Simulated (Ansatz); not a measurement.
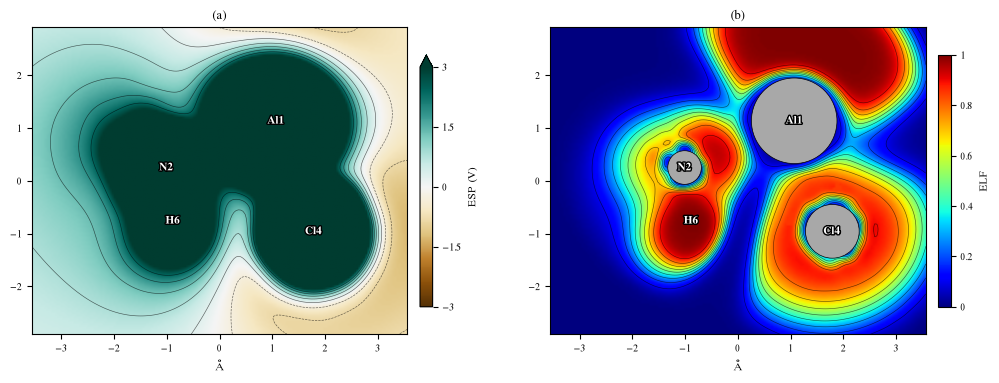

The picture shows: AlClH₃N. (a) electrostatic potential; (b) ELF on the plane of atoms N2, Al1 and Cl4. Grey discs cover the atomic cores in the ELF map.

The product side of a reaction path; geometry: PBE0-D4/def2-TZVP.

Theory: RKS PBE0-D4/def2-TZVPP in Ansatz.

```yaml
atoms:
  - { symbol: Al, position_ang: [-1.0631, -1.2121, -0.6847] }
  - { symbol: N, position_ang: [0.6325, -0.0182, 0.2090] }
  - { symbol: H, position_ang: [1.4288, 0.0535, -0.4169] }
  - { symbol: Cl, position_ang: [-2.2349, 0.6646, -0.5725] }
  - { symbol: H, position_ang: [0.9688, -0.4031, 1.0862] }
  - { symbol: H, position_ang: [0.2680, 0.9153, 0.3789] }
```

### Read the bonding off the picture.

The plane passes through Al, N, Cl and H nuclei. Al–Cl (2.22 Å): the ELF peaks at about 0.85 in the valence shell of Cl, 0.9 Å from its nucleus, and is about 0.80 at the midpoint. Al–N (2.26 Å): the ELF peaks at about 0.95 in the valence shell of N, 0.7 Å from its nucleus, and is about 0.65 at the midpoint. N–H (1.02 Å): the ELF climbs to about 1 towards the hydrogen, as it does in any bond to H: an ordinary covalent bond to hydrogen. The ELF also peaks beside Cl4, away from the bonds: lone-pair regions. Outside the dense part of the molecule the potential is most negative (−1.3 V) near Cl4.
